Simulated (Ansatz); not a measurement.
```
CELL_PARAMETERS angstrom
4.56384 0.00000 0.00000
0.00000 4.56384 0.00000
0.00000 0.00000 4.56384
ATOMIC_POSITIONS crystal
Sc 0.50000 0.50000 0.50000
V 0.00000 0.00000 0.00000
S 0.50000 0.00000 0.00000
S 0.00000 0.50000 0.00000
S 0.00000 0.00000 0.50000
```

Space group Pm-3m; a structure generated by program, which may or may not match a known phase; spin-polarised.

Theory: DFT PBE, scalar-relativistic, plane waves, PAW (Ansatz).

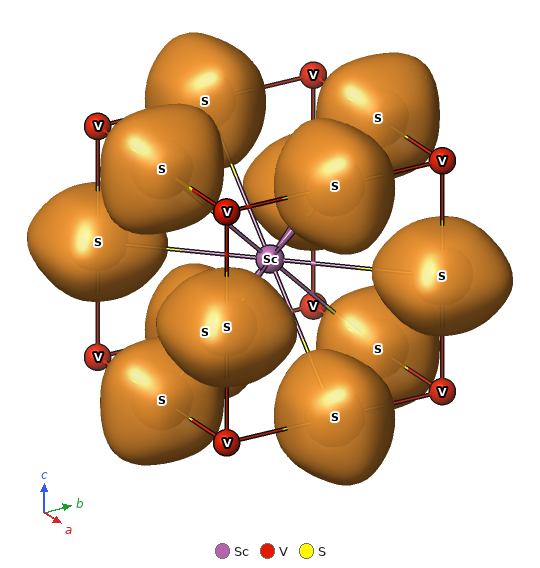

ScVS3. Isosurface of the ELF at 0.7 (orange), seen at an oblique angle. Core shells and regions of very low density are left out. Sticks mark near contacts.

In a PAW calculation such maps are meaningful between the atoms, not at the nuclei.

**What do the ELF domains correspond to?**

The ELF exceeds this value in three regions wrapped around S (the valence shell of each), counted in one cell of 5 atoms. Regions shared between cells count once.

Values along the shortest contacts:
V–S (2.28 Å): the ELF peaks at about 0.85 in the valence shell of S, 0.8 Å from its nucleus, and is about 0.45 at the midpoint. Sc–S (3.23 Å): the ELF peaks at about 0.85 in the valence shell of S, 0.8 Å from its nucleus, and drops to about 0.05 between the two atoms (no localised pair shows between them).

**Which magnetic arrangement did the calculation end in?**

Parallel moments, as they must be, since the calculation's own cell holds one magnetic site; site moments V: +0.8 μB in one cell of 5 atoms, with smaller moments on Sc (up to +0.29 μB).
